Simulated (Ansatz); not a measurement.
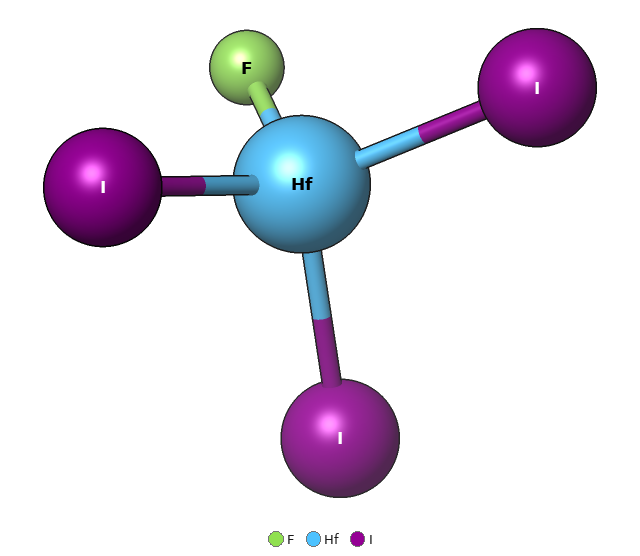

Ball-and-stick drawing of a structure.

The species is neutral and a spin singlet. Computed geometry: PBE0-D4/def2-TZVP optimisation.

**Which formula does it have?**

HfI₃F, 5 atoms: 1 hafnium, 3 iodine and 1 fluorine.

**How many sets of symmetry-equivalent atoms are there?**

3: 1 F, 1 Hf, 3 I.

**How many bonds of each kind are drawn?**

3 Hf–I, 1 F–Hf.

**Give a SMILES string for it.**

[F][Hf]([I])([I])[I]

**Which point group does it belong to?**

C3v.

The parts below concern this one geometry. Atoms keep their numbers from picture to picture.

### Charges

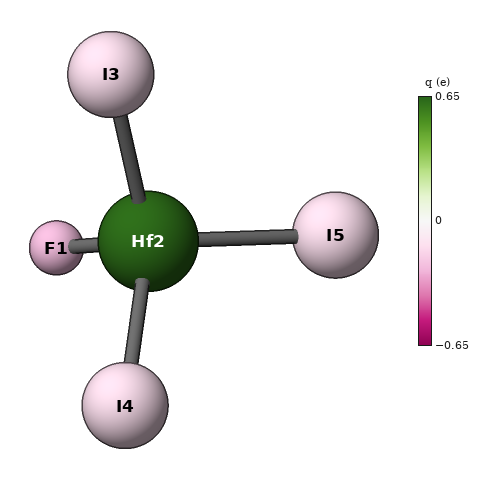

Atoms are coloured by their Mulliken charges. Level of theory: RKS PBE-D4/def2-TZVPP, core potentials on Hf, I (Ansatz 0.2.0).

List the Mulliken charges.

```json
{"atom": "F1", "value (e)": "−0.24"}
{"atom": "Hf2", "value (e)": "0.62"}
{"atom": "I3", "value (e)": "−0.13"}
{"atom": "I4", "value (e)": "−0.13"}
{"atom": "I5", "value (e)": "−0.13"}
```

### Thermal motion

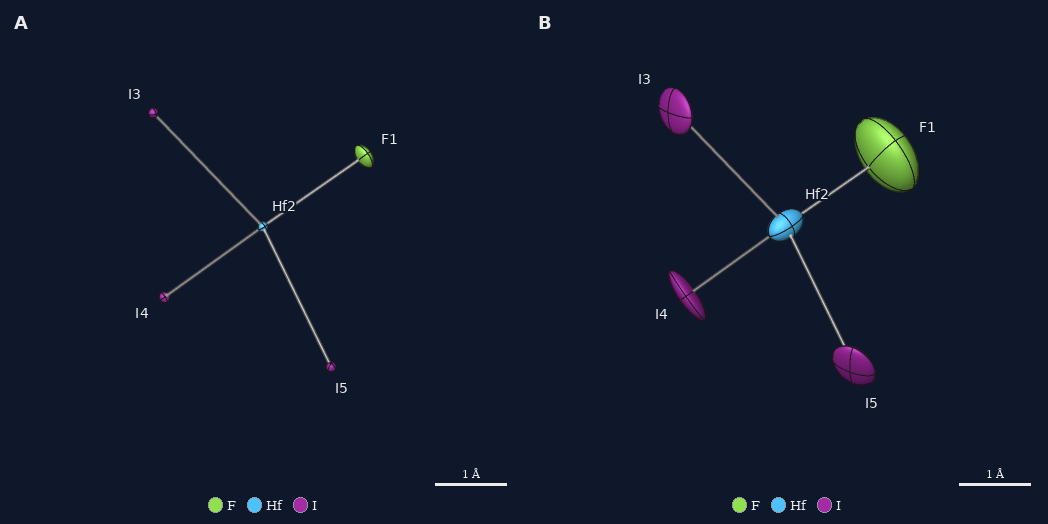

Displacement ellipsoids at the 50 % level, scaled by 1.5, from the internal vibrations of the free molecule (harmonic, no overall translation or rotation; no half-axis is drawn under 0.075 Å). Vibrations computed with RKS PBE0-D4/def2-TZVP, core potentials on Hf, I (Ansatz 0.2.0). One panel is for 0 K (zero-point motion alone), the other for 900 K.

**Which panel is for 900 K?**

B.

**How much does the mean-square displacement of I5 grow, and why?**

U_eq goes from 0.00085 to 0.0191 Å², a factor of 22.5. Modes below kT (626 cm⁻¹ at 900 K) grow about in proportion to T, and the lowest lies at 47 cm⁻¹; the mean-square amplitude of a mode is its zero-point value times coth(ħω/2kT), which comes close to 1 only above about 3kT.

### Vibrations

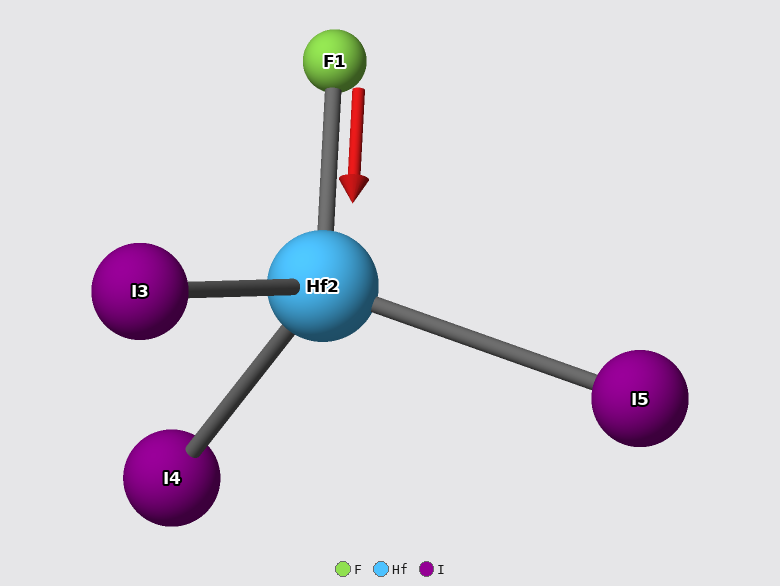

The arrows show one normal mode. Harmonic vibrations computed with RKS PBE0-D4/def2-TZVP, core potentials on Hf, I (Ansatz 0.2.0) at a stationary point of the same level.

**What kind of motion is it?**

Mostly Hf–F stretching.

**At what wavenumber does it lie?**

668 cm⁻¹; it is mode 9 of 9 counted from the lowest.

### Electronic properties

Level of theory: RKS B3LYP-D4/def2-TZVPP, core potentials on Hf, I (Ansatz 0.2.0).

Computed properties:

- dipole moment: 0.47 D
- HOMO energy (Kohn–Sham orbital): −7.69 eV
- LUMO energy (Kohn–Sham orbital): −2.58 eV
- HOMO–LUMO gap: 5.10 eV

Mulliken values depend strongly on the basis set and can even reverse the polarity of a bond.
